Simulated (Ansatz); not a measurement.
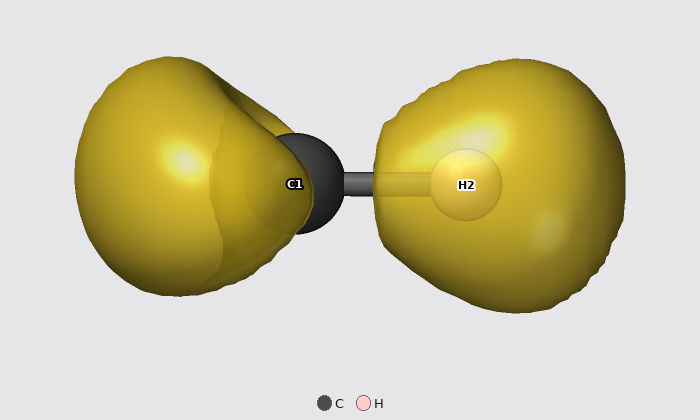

Figure. CH (doublet). Isosurface of the ELF at 0.9 (yellow), seen from one side. Only the valence region is drawn (cores and ρ < 0.01 e/Å³ removed).

Geometry: PBE0-D4/def2-TZVP; ⟨S²⟩ = 0.89, above the pure value of 0.75.

Level of theory: UKS PBE0-D4/def2-TZVPP in Ansatz 0.2.0.

Input file:

```
crystal:
  periodic: [false, false, false]
  atoms:
    - {symbol: C, position_ang: [0.000000, -0.000000, 0.161066]}
    - {symbol: H, position_ang: [-0.000000, 0.000000, -0.961438]}
basis:
  gaussian: {orbitals: def2-TZVPP}
magnetization: {spin_polarized: true, initial_magnetization: 1}
hamiltonian: {xc: pbe0, dispersion: d4}
output: {orbitals: {seedname: orbitals}}
```

Run with:

```sh
ansatz run in.yaml --threads 2 --pin off --events-out ev --progress --plain --max-ram 20480MiB --backend cpu
```

Describe the localisation domains.

Answer. At this value the surface marks out one region around a hydrogen nucleus and one lobe on C, pointing away from the bonds (non-bonding electrons).

Values along the shortest contacts:
C–H (1.12 Å): the ELF climbs to about 1 towards the hydrogen, as it does in any bond to H: an ordinary covalent bond to hydrogen.
